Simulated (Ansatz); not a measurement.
# Ta2AlF3: a closer look at a trial structure

The task, for Ta2AlF3: compute bands, density of states and charges.

Method: DFT PBE, scalar-relativistic, plane waves, PAW, in Ansatz 0.2.0.

2 further runs of the same task are left out: 1 that didn't finish, 1 set aside as unsound or not needed.

**1. The structure to begin with**

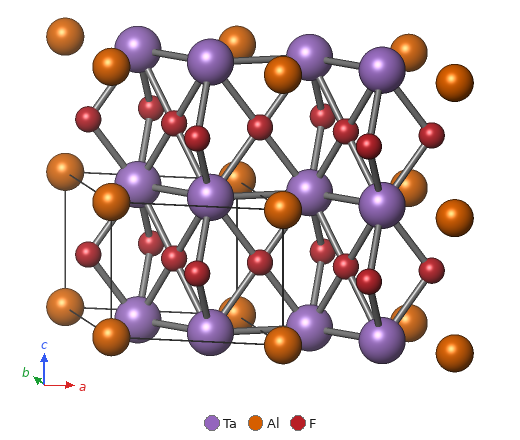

The starting structure, seen slightly off an axis (tantalum purple, aluminium orange, fluorine red). 2×1×2 cells are drawn. Atoms on the faces are drawn again on the opposite ones.

As a file:

```
CELL_PARAMETERS angstrom
4.98771 0.00000 0.00000
-2.49385 4.31948 0.00000
0.00000 0.00000 3.85345
ATOMIC_POSITIONS crystal
Ta 0.66667 0.33333 0.00000
Ta 0.33333 0.66667 0.00000
Al 0.00000 0.00000 0.00000
F 0.00000 0.50000 0.50000
F 0.50000 0.00000 0.50000
F 0.50000 0.50000 0.50000
```

It is the end of an earlier relaxation with the same method, from a database cell with other species swapped in; it needn't be the stable form of this composition. At a tolerance of 0.05 Å it has space group P6/mmm (No. 191); it has 13.84 Å³/atom, an uncorrected energy of -0.97 eV/atom over the elements.

**2. Static run: bands, density of states and charges**

Contents of input.yaml:

```yaml
crystal:
  lattice:
    - [4.987705704, 0.0, 0.0]
    - [-2.493852852, 4.3194798462, 0.0]
    - [0.0, 0.0, 3.8534471145]
  atoms:
    - { symbol: Ta, position: [0.6666666667, 0.3333333333, 0.0] }
    - { symbol: Ta, position: [0.3333333333, 0.6666666667, 0.0] }
    - { symbol: Al, position: [0.0, 0.0, 0.0] }
    - { symbol: F, position: [0.0, 0.5, 0.5] }
    - { symbol: F, position: [0.5, 0.0, 0.5] }
    - { symbol: F, position: [0.5, 0.5, 0.5] }
basis:
  ecutwfc: 420
kpoints:
  mp_grid: { grid: [12, 12, 10] }
  band_path:
    path:
      - [[0.0, 0.0, 0.0], [0.5, 0.0, 0.0], [0.33333333, 0.33333333, 0.0], [0.0, 0.0, 0.0], [0.0, 0.0, 0.5], [0.5, 0.0, 0.5], [0.33333333, 0.33333333, 0.5], [0.0, 0.0, 0.5]]
      - [[0.5, 0.0, 0.5], [0.5, 0.0, 0.0]]
      - [[0.33333333, 0.33333333, 0.5], [0.33333333, 0.33333333, 0.0]]
    npoints: 14
hamiltonian:
  xc: pbe
scf:
  occupations: { method: gaussian, width: 0.1 }
  n_extra_bands: 15
output:
  forces: true
  stress: true
  eigenvalues: true
  populations: true
  dos: { projected: true, de: 0.02, nscf_kmesh: { grid: [15, 15, 12] } }
  bader: true
  write_density: true
  write_potential: true
  elf: true
  volumetric_format: npy
```

On the command line:

```sh
$ ansatz run input.yaml --threads 1 --pin off --max-ram 2560MiB --backend cpu --events-out ev --progress --plain --runs-dir out
```

The program printed:

```text
Warning: RAYON_NUM_THREADS=1 ignored (pool sized by the plan → 1); use --threads N
scf.n_extra_bands = 15 over 25 filled bands (N_el = 50.0): the run solves 40 bands
Engine: ansatz 0.2.0, x86_64-unknown-linux-gnu
Pseudopotentials: kind: paw
Pseudopotential: Ta, paw, valence charge 13, recommended cutoff 420 eV (normal), Ta.paw.azcp
Pseudopotential: Al, paw, valence charge 3, recommended cutoff 420 eV (normal), Al.paw.azcp
Pseudopotential: F, paw, valence charge 7, recommended cutoff 420 eV (normal), F.paw.azcp
Functional definition: PBE
  parameter kappa = 0.804
  parameter beta = 0.06672455060314922
  exchange = pbe_x(kappa = kappa, mu = beta*pi^2/3)
  correlation = pbe_c(beta = beta)
Crystal: 6 atoms, lattice volume = 83.020 Å³
Basis set: ecut = 420 eV, 1627 PW (Γ), exchange–correlation on 72×72×54 points (8 copies of the dense FFT grid, shifted against one another)
Bands: 40, of which v1, the nominal top of the filled ones, is band 25 counted from 1 (24 counted from 0)
Symmetry: 24 space group operations
Space group: P6/mmm (ITA 191), of the structure as read, at distance tolerance 4.4e-5 Å
k-points: 114 of 1440
Non-local potential: Ta, projectors of the file, l = 0: 3, l = 1: 2, l = 2: 2, l = 3: 1
Non-local potential: Al, projectors of the file, l = 0: 2, l = 1: 2, l = 2: 1
Non-local potential: F, projectors of the file, l = 0: 2, l = 1: 2, l = 2: 1
PAW form: soft (Blöchl's): semilocal exchange-correlation on the pseudo side does not see the compensation charge
PAW one-centre angular grid: Ta, 590 points (default); XC on 64 Gauss nodes
PAW one-centre angular grid: Al, 110 points (default); XC on 64 Gauss nodes
PAW one-centre angular grid: F, 110 points (default); XC on 64 Gauss nodes
Initial density: superposition of atomic densities (neutral atoms: chi_scale 0, normalization atom), corrected by the library's trained network
Initial wavefunctions: pseudopotential atomic-orbital guess
Functional: x = pbe(κ = 0.804, μ = 0.2195149727645171), c = pbe(β = 0.06672455060314922)
SCF iter   1: F=—  HF=-22824.665814 eV  |F-HF|=—  |Δ(HF+E_count)|=         —  Δρ=1.08e-2  dr2=1.09e-1  ethr=1.77e-3  ⟨swp⟩=5.7  Hψ=20661  notcnv=0  defer=135
preconditioner: auto → Kerker (q_TF=auto, 2.507 Å⁻¹)  [metal: Δε(μ)=0.004 eV  Ē_g=10.421 eV  σ=0.100 eV  W_gap=0.02  n_scr=20 (ndim 8)  ℏωp=21.6 eV  f_vac=0.000  D(μ)=3.45/eV (n_scr^D=26)]
SCF iter   2: F=—  HF=-22824.651856 eV  |F-HF|=—  |Δ(HF+E_count)|=   1.40e-2  Δρ=5.85e-3  dr2=4.03e-2  ethr=2.19e-4  ⟨swp⟩=1.0  Hψ=5472  notcnv=0  defer=179
SCF iter   3: F=—  HF=-22824.643287 eV  |F-HF|=—  |Δ(HF+E_count)|=   8.57e-3  Δρ=1.36e-3  dr2=3.70e-3  ethr=8.05e-5  ⟨swp⟩=2.1  Hψ=4854  notcnv=0  defer=179
SCF iter   4: F=—  HF=-22824.642298 eV  |F-HF|=—  |Δ(HF+E_count)|=   9.89e-4  Δρ=5.28e-4  dr2=5.04e-4  ethr=7.40e-6  ⟨swp⟩=2.2  Hψ=4558  notcnv=0  defer=179
SCF iter   5: F=—  HF=-22824.642197 eV  |F-HF|=—  |Δ(HF+E_count)|=   1.01e-4  Δρ=1.10e-4  dr2=1.78e-5  ethr=1.01e-6  ⟨swp⟩=2.5  Hψ=5621  notcnv=0  defer=179
SCF iter   6: F=—  HF=-22824.642219 eV  |F-HF|=—  |Δ(HF+E_count)|=   2.21e-5  Δρ=2.10e-5  dr2=5.39e-7  ethr=3.56e-8  ⟨swp⟩=2.0  Hψ=5337  notcnv=0  defer=179
SCF iter   7: F=-22824.642219 eV  HF=-22824.642219 eV  |F-HF|=7.70e-9  |Δ(HF+E_count)|=   8.56e-8  Δρ=5.54e-6  dr2=3.69e-8  ethr=2.00e-10  ⟨swp⟩=13.7  Hψ=31796  notcnv=0
SCF 1 converged in 7 iterations: F = -22824.642219 eV  dr2 = 3.69e-8
NSCF: frozen V_eff on 129 k-points
NSCF: frozen V_eff on 189 k-points
SCF converged after 7 iterations
Free energy (F): -22824.642219 eV
Harris-Foulkes:  -22824.642219 eV  (|F-HF|=7.70e-9)
Internal energy: -22824.624090 eV  (E = F + TS)
E sigma→0 (E₀):  -22824.633154 eV
Entropy (-TS):   -0.018129 eV (-3.022 meV/atom)
Fermi energy:    12.561932 eV
--- Per-component energies (eV) ---
  E_band       = -397.364053
  E_kinetic    = 1371.049889
  E_local      = -3541.580787  (includes V_loc(G=0)·N_el)
  E_nonlocal   = 258.219837
  E_hartree    = 1340.043834
  E_xc         = -713.098512
  E_vxc        = -740.046951  (∫ρ·V_xc dr)
  E_paw        = -17860.170253  (= ΣΔE_a)
  E_vpaw       = -425.103367  (= ΣTr[D̂ρ^β])
  E_aug_tail   = 0.006530  (compensation charges beyond the density's cutoff)
  E_ewald      = -3679.094627
  E_smearing   = -0.018129  (= −TS)
  E_closure    = 0.000000  (closes the sum)
  Σ components = -22824.642219   (vs F -22824.642219, Δ=0.00e0)
--- Forces (eV/Å), atoms counted from 1 ---
  atom   1  Ta     0.00000000    -0.00000000     0.00000000
  atom   2  Ta     0.00000000     0.00000000     0.00000000
  atom   3  Al     0.00000000    -0.00000000     0.00000000
  atom   4  F      0.00000000     0.00000000     0.00000000
  atom   5  F     -0.00000000     0.00000000     0.00000000
  atom   6  F     -0.00000000     0.00000000     0.00000000
  max |Σ_I F_I| component: 6.31e-30 eV/Å
--- Stress (GPa, compression-positive) ---
        0.009741       0.000000       0.000000
        0.000000       0.009741       0.000000
        0.000000       0.000000       0.019298
  P = ⅓ Tr σ = 0.0129 GPa (0.129 kbar)
--- Band table (eV; the first three rows and the last of 114) ---
  k-point 0: bands = ["-56.7748", "-56.7080", "-23.7196", "-23.5880", "-23.2567", "-23.2567", "-22.7502", "-22.7502", "-13.9354", "-12.9488", "-12.9488", "2.2088", "4.0184", "4.0184", "4.3276", "4.4424", "4.4424", "5.4432", "6.6277", "6.6277", "6.8710", "10.7981", "10.7981", "12.1652", "12.2501", "12.2501", "13.3832", "13.3832", "14.5275", "14.6264", "14.6264", "15.6627", "16.5298", "17.8835", "17.8835", "19.9568", "19.9568", "21.0530", "21.0877", "23.2227"]
  k-point 1: bands = ["-56.7747", "-56.7080", "-23.7303", "-23.5924", "-23.2545", "-23.2545", "-22.7497", "-22.7497", "-13.9036", "-12.9600", "-12.9600", "2.2933", "3.9810", "4.0695", "4.0695", "4.4332", "4.4332", "5.7699", "6.6190", "6.6190", "6.8732", "10.7090", "10.7090", "12.2119", "12.2694", "12.2694", "13.5326", "13.5326", "14.4527", "14.4527", "14.7243", "15.5081", "16.1168", "18.0177", "18.0177", "19.9743", "19.9743", "20.9124", "21.6590", "23.0547"]
  k-point 2: bands = ["-56.7745", "-56.7078", "-23.7579", "-23.6038", "-23.2488", "-23.2488", "-22.7486", "-22.7486", "-13.8201", "-12.9892", "-12.9892", "2.5235", "3.3980", "4.2075", "4.2075", "4.4056", "4.4056", "6.3189", "6.6066", "6.6066", "6.8788", "10.4919", "10.4919", "12.3044", "12.3197", "12.3197", "13.9063", "13.9063", "14.0448", "14.0448", "14.9777", "15.0769", "15.6435", "18.3233", "18.3233", "20.0323", "20.0323", "20.5493", "22.6621", "22.6621"]
  k-point 113: bands = ["-56.7407", "-56.7407", "-23.7314", "-23.7314", "-23.2940", "-22.9927", "-22.9927", "-22.6824", "-13.3415", "-13.3415", "-13.0740", "3.5915", "3.5915", "4.2794", "4.2794", "4.5585", "4.7063", "5.8128", "6.0782", "6.0782", "7.3008", "10.6183", "10.6183", "11.8595", "11.8595", "11.9323", "13.0260", "13.2758", "13.2758", "14.5791", "15.1789", "15.3169", "15.3169", "16.1860", "19.9247", "19.9247", "22.0477", "22.0477", "22.3611", "24.2464"]
--- Löwdin populations: 6 sites ---
  site symbol       q [e]
     0     Ta     12.1672
     1     Ta     12.1672
     2     Al      3.1759
     3      F      7.4348
     4      F      7.4348
     5      F      7.4348
  spilling = 0.003709 (of n_electrons = 50.000000)
--- Bader charges: 6 sites ---
  site symbol  charge [e]  shift [e]
     0     Ta      0.9663     0.0065
     1     Ta      0.9664     0.0065
     2     Al      0.4422     0.0090
     3      F     -0.7916     0.0013
     4      F     -0.7916     0.0013
     5      F     -0.7916     0.0013
  estimated error of the sums over rays = 5.2e-4 e
```

It took 91 s on 1 thread of Intel Xeon at 2.70GHz, shared host; peak memory 0.67 GiB.

Site by site:

```csv
atom,Löwdin electrons,Bader charge (e),Bader volume (Å³)
Ta1,12.17,+0.97,16.5
Ta2,12.17,+0.97,16.5
Al3,3.18,+0.44,18.3
F4,7.43,-0.79,10.6
F5,7.43,-0.79,10.6
F6,7.43,-0.79,10.6
```

The Löwdin counts miss 0.19 of the 50 electrons, which the atomic orbitals do not span, so they are no charges.

bands.tsv at the labelled points (eV, zero at the Fermi level; the bands nearest the Fermi level):

| point | band 23 | band 24 | band 25 | band 26 | band 27 | band 28 | band 29 | band 30 |
| --- | --- | --- | --- | --- | --- | --- | --- | --- |
| Γ | -1.76 | -0.40 | -0.31 | -0.31 | 0.82 | 0.82 | 1.97 | 2.06 |
| M | -2.34 | -1.81 | 0.68 | 1.00 | 1.51 | 1.52 | 1.59 | 1.59 |
| K | -3.11 | -0.90 | -0.38 | -0.38 | 0.79 | 1.47 | 1.47 | 1.76 |
| Γ | -1.76 | -0.40 | -0.31 | -0.31 | 0.82 | 0.82 | 1.97 | 2.06 |
| A | -2.59 | -0.47 | -0.13 | -0.13 | 0.60 | 0.60 | 1.24 | 1.39 |
| L | -2.12 | -1.40 | -0.39 | -0.15 | 1.14 | 1.33 | 2.16 | 2.25 |
| H | -1.94 | -0.70 | -0.70 | -0.63 | 0.46 | 0.71 | 0.71 | 2.02 |
| A | -2.59 | -0.47 | -0.13 | -0.13 | 0.60 | 0.60 | 1.24 | 1.39 |
| L | -2.12 | -1.40 | -0.39 | -0.15 | 1.14 | 1.33 | 2.16 | 2.25 |
| M | -2.34 | -1.81 | 0.68 | 1.00 | 1.51 | 1.52 | 1.59 | 1.59 |
| H | -1.94 | -0.70 | -0.70 | -0.63 | 0.46 | 0.71 | 0.71 | 2.02 |
| K | -3.11 | -0.90 | -0.38 | -0.38 | 0.79 | 1.47 | 1.47 | 1.76 |

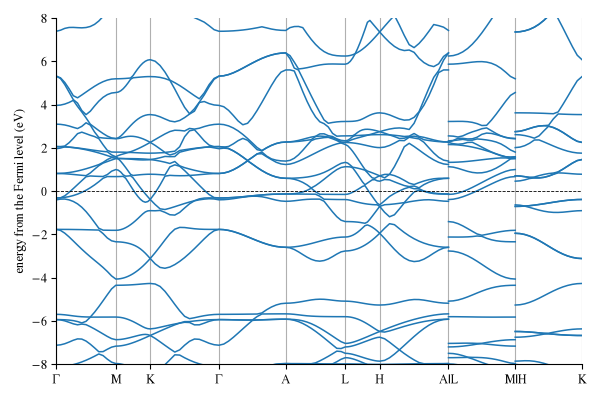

Bands along the path. Deeper bands lie below the window drawn.

Counts of states by energy window (eV from the Fermi level), total and by projection:

| from | to | total | Ta 6s | Ta 5d | Al 3s | Al 3p | F 2p |
| --- | --- | --- | --- | --- | --- | --- | --- |
| -8 | -7 | 3.16 | 0.02 | 0.19 | 0.04 | 0.08 | 2.80 |
| -7 | -6 | 3.43 | 0.05 | 0.13 | 0.05 | 0.04 | 3.12 |
| -6 | -5 | 2.60 | 0.11 | 0.32 | 0.34 | 0.04 | 1.77 |
| -5 | -4 | 0.88 | 0.06 | 0.25 | 0.36 | 0.02 | 0.18 |
| -4 | -3 | 1.37 | 0.12 | 0.72 | 0.06 | 0.28 | 0.14 |
| -3 | -2 | 1.67 | 0.11 | 1.05 | 0.03 | 0.34 | 0.10 |
| -2 | -1 | 2.11 | 0.12 | 1.43 | 0.06 | 0.34 | 0.12 |
| -1 | 0 | 2.86 | 0.06 | 1.91 | 0.09 | 0.50 | 0.14 |
| 0 | 1 | 4.51 | 0.04 | 3.37 | 0.07 | 0.53 | 0.28 |
| 1 | 2 | 4.12 | 0.05 | 3.27 | 0.12 | 0.21 | 0.36 |
| 2 | 3 | 6.08 | 0.35 | 3.87 | 0.14 | 1.01 | 0.51 |
| 3 | 4 | 2.56 | 0.27 | 1.33 | 0.07 | 0.56 | 0.11 |
| 4 | 5 | 0.94 | 0.16 | 0.13 | 0.07 | 0.34 | 0.02 |
| 5 | 6 | 0.95 | 0.26 | 0.09 | 0.14 | 0.21 | 0.03 |

Below -8 eV lie 32 or so more states.

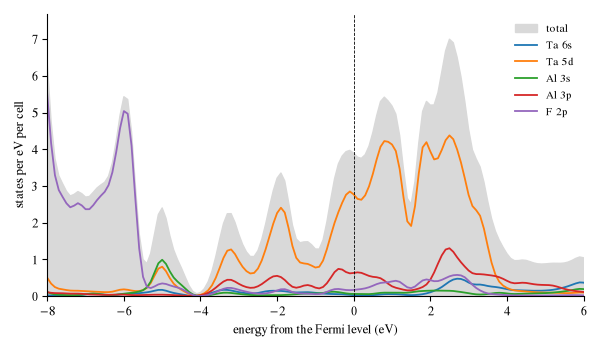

Total and projected density of states, smoothed over about 0.40 eV.

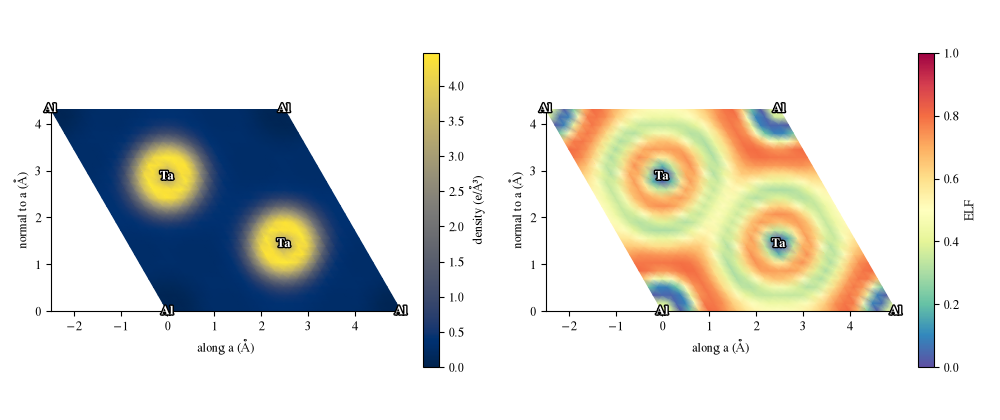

Density (left) and ELF (right) in a lattice plane of the grid's cell (edges 4.99 and 4.99 Å, at 0.000 of the third edge), which holds Ta and Al. Only atoms in the plane are labelled. Both are smooth fields of the valence electrons: close to the nuclei they are not physical.

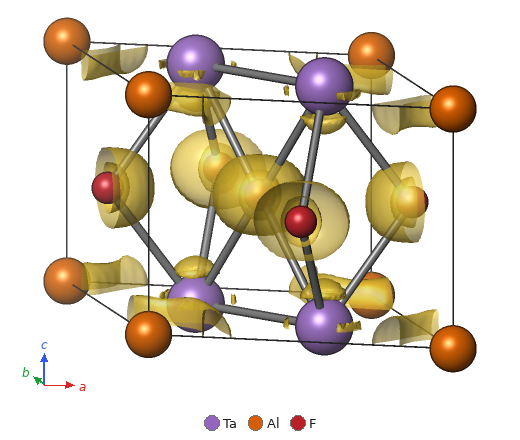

Surface of ELF = 0.74, drawn in one cell.

Maxima of ELF outside the ion cores: 0.83 in the shell around F, 0.5 Å from F; 0.80 beside Al, off the lines to its neighbours, 1.0 Å from Al; 0.79 on the Al–Ta line, 1.1 Å from Al.

**3. Variant: dr2_threshold 1.0e-06**

Contents of input.yaml:

```yaml
crystal:
  lattice:
    - [4.987705704, 0.0, 0.0]
    - [-2.493852852, 4.3194798462, 0.0]
    - [0.0, 0.0, 3.8534471145]
  atoms:
    - { symbol: Ta, position: [0.6666666667, 0.3333333333, 0.0] }
    - { symbol: Ta, position: [0.3333333333, 0.6666666667, 0.0] }
    - { symbol: Al, position: [0.0, 0.0, 0.0] }
    - { symbol: F, position: [0.0, 0.5, 0.5] }
    - { symbol: F, position: [0.5, 0.0, 0.5] }
    - { symbol: F, position: [0.5, 0.5, 0.5] }
basis:
  ecutwfc: 420
kpoints:
  mp_grid: { grid: [12, 12, 10] }
hamiltonian:
  xc: pbe
scf:
  occupations: { method: gaussian, width: 0.1 }
  convergence: { dr2_threshold: 1.0e-06 }
output:
  forces: true
  eigenvalues: true
  stress: true
```

On the command line:

```sh
$ ansatz run input.yaml --threads 1 --pin off --max-ram 2560MiB --backend cpu --events-out ev --progress --plain --runs-dir out
```

The program printed (excerpt; [...] marks lines left out):

```text
Warning: scf.convergence.dr2_threshold = 1e-6 eV is looser than this run's default, which is 1e-7 eV or tighter. The error in the forces grows as the threshold's square root, so leave the key out unless less accurate forces are enough
Warning: output.stress: scf.convergence.dr2_threshold = 1e-6 eV is looser than the 6e-10 eV advised for a printed stress (1e-10 eV for each atom of the cell: 6). What an SCF threshold leaves in a stress goes as its square root, and in the free energy as the threshold itself, and one [...]
Warning: RAYON_NUM_THREADS=1 ignored (pool sized by the plan → 1); use --threads N
[...]
Pseudopotentials: kind: paw
Pseudopotential: Ta, paw, valence charge 13, recommended cutoff 420 eV (normal), Ta.paw.azcp
Pseudopotential: Al, paw, valence charge 3, recommended cutoff 420 eV (normal), Al.paw.azcp
Pseudopotential: F, paw, valence charge 7, recommended cutoff 420 eV (normal), F.paw.azcp
Functional definition: PBE
[...]
Crystal: 6 atoms, lattice volume = 83.020 Å³
Basis set: ecut = 420 eV, 1627 PW (Γ), exchange–correlation on 72×72×54 points (8 copies of the dense FFT grid, shifted against one another)
[...]
Symmetry: 24 space group operations
Space group: P6/mmm (ITA 191), of the structure as read, at distance tolerance 4.4e-5 Å
k-points: 114 of 1440
[...]
SCF iter   1: F=—  HF=-22824.665809 eV  |F-HF|=—  |Δ(HF+E_count)|=         —  Δρ=1.08e-2  dr2=1.09e-1  ethr=1.77e-3  ⟨swp⟩=5.5  Hψ=15102  notcnv=0
[...]
SCF iter   6: F=-22824.642219 eV  HF=-22824.642219 eV  |F-HF|=6.52e-8  |Δ(HF+E_count)|=   2.82e-6  Δρ=2.38e-5  dr2=6.01e-7  ethr=2.00e-9  ⟨swp⟩=7.6  Hψ=17709  notcnv=0
[...]
SCF converged after 6 iterations
Free energy (F): -22824.642219 eV
[...]
E sigma→0 (E₀):  -22824.633153 eV
Entropy (-TS):   -0.018131 eV (-3.022 meV/atom)
Fermi energy:    12.561963 eV
[...]
--- Forces (eV/Å), atoms counted from 1 ---
  atom   1  Ta     0.00000000    -0.00000000     0.00000000
  atom   2  Ta     0.00000000     0.00000000     0.00000000
  atom   3  Al     0.00000000     0.00000000     0.00000000
  atom   4  F      0.00000000     0.00000000     0.00000000
  atom   5  F      0.00000000     0.00000000     0.00000000
  atom   6  F     -0.00000000     0.00000000     0.00000000
[...]
--- Stress (GPa, compression-positive) ---
        0.010394      -0.000000       0.000000
        0.000000       0.010394       0.000000
        0.000000       0.000000       0.018902
  P = ⅓ Tr σ = 0.0132 GPa (0.132 kbar)
--- Band table (eV; the first three rows and the last of 114) ---
[...]
```

Run time: 19 s. Hardware: 1 thread of Intel Xeon at 2.70GHz, shared host; peak memory 0.52 GiB.

```csv
run,ending,energy change,pressure (GPa),gap (eV),force (eV/Å),cycles,time
step 2,converged,0,0.0,0.00,0.00,7,91 s
variant,converged,0.0 meV/atom,0.0,0.00,0.00,6,19 s
```

With the changed convergence setting the energy agrees within 0.5 meV/atom.

**4. Summary of results**

```
                 quantity                          value
                      gap                   none (metal)
states at the Fermi level           3.29 per eV per cell
            Bader charges  Ta +0.97, Al +0.44, F -0.79 e
```

It comes out metallic. Of the projected weight within 0.25 eV of the Fermi level, the largest part is Ta 5d (73 %). Charge transfer between the atoms is moderate (Bader charges up to 1.0 e). Spin-orbit coupling is left out, which matters for the bands of Ta.
